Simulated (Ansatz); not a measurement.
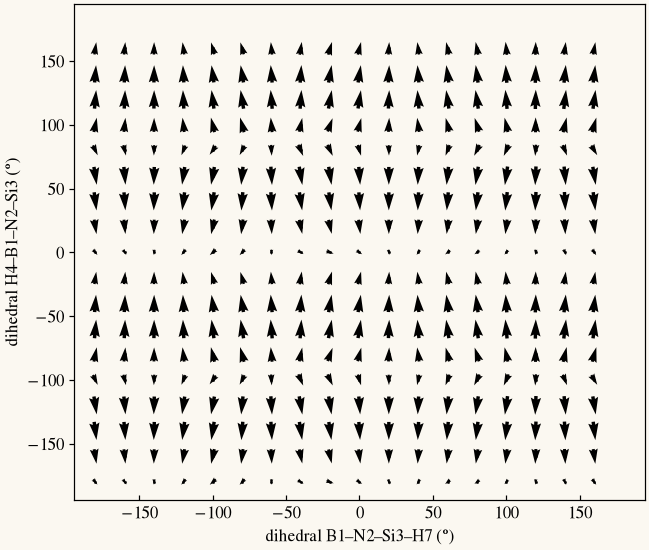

BH₅NSi, SMILES BN[SiH2], spin multiplicity 2. 
- The first coordinate is: dihedral B1–N2–Si3–H7; the second: dihedral H4–B1–N2–Si3.
- Nothing is relaxed (all other coordinates rigid).
- The scan uses an 18 × 18 grid.
- Computed with UKS BHLYP-D4/def2-SVP (Ansatz 0.2.0).

In the figure: dots at the grid points, arrows along the force (downhill), their lengths compressed.

### The arrows alone are given. Where are the wells?

The arrows converge at about dihedral B1–N2–Si3–H7 = 25°, dihedral H4–B1–N2–Si3 = −5°; about dihedral B1–N2–Si3–H7 = 25°, dihedral H4–B1–N2–Si3 = 175°; about dihedral B1–N2–Si3–H7 = −140°, dihedral H4–B1–N2–Si3 = −5° (0.17 kcal/mol up); about dihedral B1–N2–Si3–H7 = −140°, dihedral H4–B1–N2–Si3 = 175° (0.18 kcal/mol up) (read from the interpolated surface).

The energy map of the same scan:

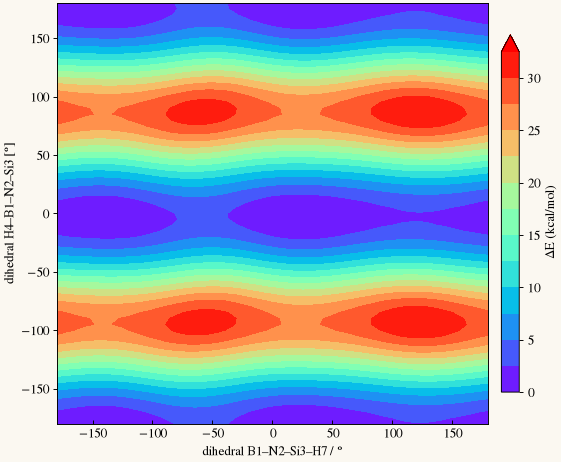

Energies are in kcal/mol, from the relaxed molecule at the same level; between grid points the surface is interpolated.
